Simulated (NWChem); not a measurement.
# M06-2X/6-311+G(d,p)/LANL2DZ (core potential) run of InH3Cl− ([InClH3]-)

What is the vertical singlet–triplet gap of InH3Cl− ([InClH3]-) at M06-2X/6-311+G**/LANL2DZ (core potential)? 

The results are computed with NWChem 7.3.0.

5 further runs of the same task are left out: 2 that didn't finish, 3 set aside as unsound or not needed.

## 1. The structure to begin with

The species is InH3Cl− (5 atoms), meant as a singlet with charge -1. SMILES: `[H][In-]([H])([H])[Cl]`. The shape comes from GFN2-xTB, which is rough for such elements, and wasn't checked as a minimum.

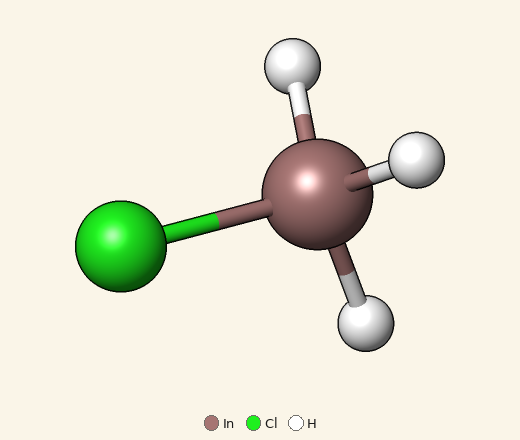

The structure, seen from a chosen angle (indium brown, chlorine green, hydrogen white).

## 2. Energy and forces at M06-2X/6-311+G(d,p)/LANL2DZ (core potential)

geom.nw

```
start geom
title "ClH3In gradient"
memory 2200 mb
charge -1

geometry noautosym nocenter noautoz
   In      -0.002150       0.000620      -0.175700
   Cl       0.012800      -0.020350       2.163640
   H        1.620790       0.013380      -0.670930
   H       -0.818090       1.410990      -0.645940
   H       -0.813350      -1.404640      -0.671060
end

basis "ao basis" spherical bse
   In library LANL2DZ
   Cl library 6-311+G**
   H library 6-311+G**
end

ecp bse
   In library LANL2DZ
end

dft
   xc m06-2x
   grid coarse
   convergence energy 1e-08
   direct
   iterations 100
end

task dft gradient
```

Command:

```sh
nwchem geom.nw > geom.out
```

What it wrote:

```text
[...]
          Wavefunction type:  closed shell.
          No. of atoms     :     5
          No. of electrons :    24
[...]
          Charge           :    -1
          Spin multiplicity:     1
[...]
          AO basis - number of functions:    56
[...]
              XC Information
              --------------
                       M06-2X Method XC Functional
                     Hartree-Fock (Exact) Exchange  0.540
                        M06-2X Exchange Functional  1.000
                      M06-2X Correlation Potential  1.000
[...]
 d= 0,ls=0.0,diis     1   -463.7003148190 -4.87D+02  2.94D-02  3.96D+00     0.3
[...]
 d= 0,ls=0.0,diis    11   -463.9331212013 -2.81D-10  2.14D-07  5.84D-11     1.8
         Total DFT energy =     -463.933121201325
      One electron energy =     -691.083837525406
           Coulomb energy =      234.165269735549
    Exchange-Corr. energy =      -30.199694875544
 Nuclear repulsion energy =       23.185141464076
[...]
  wavefunction    = closed shell
                         DFT ENERGY GRADIENTS
    atom               coordinates                        gradient
                 x          y          z           x          y          z
   1 In     -0.004063   0.001172  -0.332025   -0.000096  -0.000013   0.014652
   2 Cl      0.024188  -0.038456   4.088687   -0.000155   0.000263  -0.028648
   3 H       3.062849   0.025285  -1.267874   -0.018263  -0.000007   0.004763
   4 H      -1.545966   2.666384  -1.220650    0.009417  -0.016022   0.004506
   5 H      -1.537009  -2.654385  -1.268120    0.009096   0.015779   0.004727
[...]
```

Wall time 2.9 s (1 thread of AMD EPYC 9R45 (Zen 5), shared host); peak memory 0.11 GiB.

## 3. The triplet, same level

run.py

```python
from ase import Atoms
from ase.calculators.nwchem import NWChem

system = Atoms('InClHHH', positions=[
    [-0.002150, 0.000620, -0.175700],
    [0.012800, -0.020350, 2.163640],
    [1.620790, 0.013380, -0.670930],
    [-0.818090, 1.410990, -0.645940],
    [-0.813350, -1.404640, -0.671060],
])

calc = NWChem(
    label='job',
    theory='dft',
    memory='2200 mb',
    basis={'In': 'LANL2DZ', 'Cl': '6-311+G**', 'H': '6-311+G**'},
    basispar='spherical bse',
    charge=-1,
    dft={'xc': 'm06-2x', 'mult': '3', 'grid': 'coarse', 'convergence': 'energy 1e-08', 'direct': None, 'iterations': '150'},
    **{'ecp bse': {'In library': 'LANL2DZ'}},
)
system.calc = calc

forces = system.get_forces()
print("Total energy (eV):", round(system.get_potential_energy(), 6))
print("forces (eV/A):")
for s, f in zip(system.symbols, forces):
    print(f"{s:2s} {f[0]:10.5f} {f[1]:10.5f} {f[2]:10.5f}")
```

Command:

```sh
export ASE_NWCHEM_COMMAND="nwchem PREFIX.nwi > PREFIX.nwo"
python run.py
```

What it wrote:

```text
Total energy (eV): -12618.046473
forces (eV/A):
In    0.26760   -1.76013   -1.13010
Cl    0.01445    0.07703    2.23953
H     0.99147    0.69204   -0.31861
H    -0.52882    1.37842   -0.59639
H    -0.74469   -0.38736   -0.19443
```

The calculator wrote job.nwi:

```
title "job"

permanent_dir job

scratch_dir job

start job

geometry units angstrom nocenter noautosym noautoz
  In -2.1500000000000000e-03 6.2000000000000000e-04 -1.7570000000000000e-01
  Cl 1.2800000000000001e-02 -2.0350000000000000e-02 2.1636400000000000e+00
  H  1.6207900000000000e+00 1.3380000000000000e-02 -6.7093000000000003e-01
  H  -8.1808999999999998e-01 1.4109900000000000e+00 -6.4593999999999996e-01
  H  -8.1335000000000002e-01 -1.4046400000000001e+00 -6.7105999999999999e-01
end

charge -1

memory 2200 mb

basis spherical bse noprint
  In library LANL2DZ
  Cl library 6-311+G**
   H library 6-311+G**
end

dft
  xc m06-2x
  mult 3
  grid coarse
  convergence energy 1e-08
  direct
  iterations 150
end
ecp bse
  In library LANL2DZ
end

task dft gradient
```

job.nwo, shortened:

```text
[...]
         Total DFT energy =     -463.704658857168
[...]
  wavefunction    = open shell
                         DFT ENERGY GRADIENTS
    atom               coordinates                        gradient
                 x          y          z           x          y          z
   1 In     -0.004063   0.001172  -0.332025   -0.005204   0.034229   0.021977
   2 Cl      0.024188  -0.038456   4.088687   -0.000281  -0.001498  -0.043552
   3 H       3.062849   0.025285  -1.267874   -0.019281  -0.013458   0.006196
   4 H      -1.545966   2.666384  -1.220650    0.010284  -0.026806   0.011598
   5 H      -1.537009  -2.654385  -1.268120    0.014482   0.007533   0.003781
[...]
```

It took 14 s on 1 thread of AMD EPYC 9R45 (Zen 5), shared host; peak memory 0.11 GiB.

## 4. What came out

Level: M06-2X/6-311+G**/LANL2DZ (core potential).

| quantity | value |
| --- | --- |
| singlet: total energy | -463.93312 Eh |
| singlet: HOMO energy | -3.73 eV |
| singlet: LUMO energy | 4.97 eV |
| singlet: HOMO–LUMO gap (to an unbound level, set by the basis) | 8.70 eV |
| singlet: largest force on an atom | 1.473 eV/Å |
| triplet: total energy | -463.70466 Eh |
| triplet: HOMO energy (highest over α and β) | 2.22 eV |
| triplet: ⟨S²⟩ | 2.011 |
| triplet: largest force on an atom | 2.241 eV/Å |
| vertical energy of the triplet above the singlet | 6.217 eV |

**Reading.** At this shape the triplet lies 6.22 eV (600 kJ/mol) above the singlet. For an anion a state so high probably lies above electron detachment. The largest force (singlet) is 1.47 eV/Å: the shape isn't a stationary point for this species at this level. The HOMO (triplet) lies at positive energy, 2.22 eV; only total energies tell whether the electron is bound.
